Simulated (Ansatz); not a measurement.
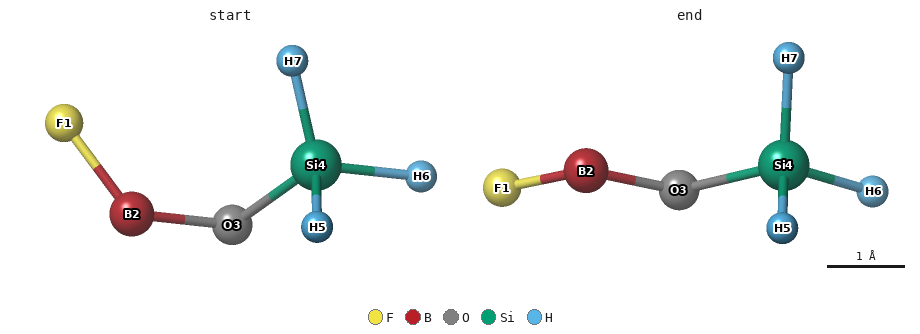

The structure of BSiH3OF (multiplicity 2) before (left) and after (right) a relaxation, at one scale.

Style: ball-and-stick. Shown from a free direction.

The run prepares the start of a later molecular dynamics calculation, from a guessed geometry.

Level of theory: UKS PBE/STO-3G (Ansatz).

Input file:
```yaml
crystal:
  periodic: [false, false, false]
  atoms:
    - { symbol: F, position_ang: [1.5979, -1.7916, 1.0375] }
    - { symbol: B, position_ang: [0.1344, -1.4775, 0.8724] }
    - { symbol: O, position_ang: [-0.4131, -0.1266, 1.093] }
    - { symbol: Si, position_ang: [-0.27, 0.6588, -0.4308] }
    - { symbol: H, position_ang: [-1.1961, -0.0809, -1.4025] }
    - { symbol: H, position_ang: [-0.8553, 2.0351, -0.2856] }
    - { symbol: H, position_ang: [1.0636, 0.7146, -0.9298] }
magnetization:
  spin_polarized: true
  initial_magnetization: 1
basis:
  gaussian: { orbitals: STO-3G }
hamiltonian:
  xc: pbe
relax:
  f_tol: 0.02
  max_steps: 40
```

Run as
```bash
ansatz run input.yaml --threads 1 --pin off --max-ram 2048MiB --backend cpu --events-out ev --progress --plain --runs-dir out
```

Q: Summarise the run.

A: The energy falls by 123.8 kJ/mol in 10 geometry steps. Largest force component: 5.1 eV/Å at the start, 0.015 eV/Å at the end. F1 moves most after the best rigid fit: 0.98 Å. Largest moves by element: F 0.98 Å, B 0.58 Å, H 0.52 Å, O 0.51 Å, Si 0.13 Å. Near-neighbour distances that change, for instance: F1–B2 1.506 → 1.336 Å, B2–O3 1.474 → 1.385 Å, Si4–H5 1.533 → 1.459 Å, Si4–H6 1.503 → 1.456 Å. Among the angles between lasting bonds that change: B2–O3–Si4 104.8° → 114.0°, F1–B2–O3 122.4° → 117.4°, O3–Si4–H5 106.9° → 111.5°. Groups turn about B2–O3 by about 90°. Cost: 11 s on 1 thread of AMD EPYC 9R45 96-Core Processor (Zen 5), on a shared host, peak memory 0.17 GiB.

Limits of the set-up: STO-3G is a minimal basis, so the numbers are rough.
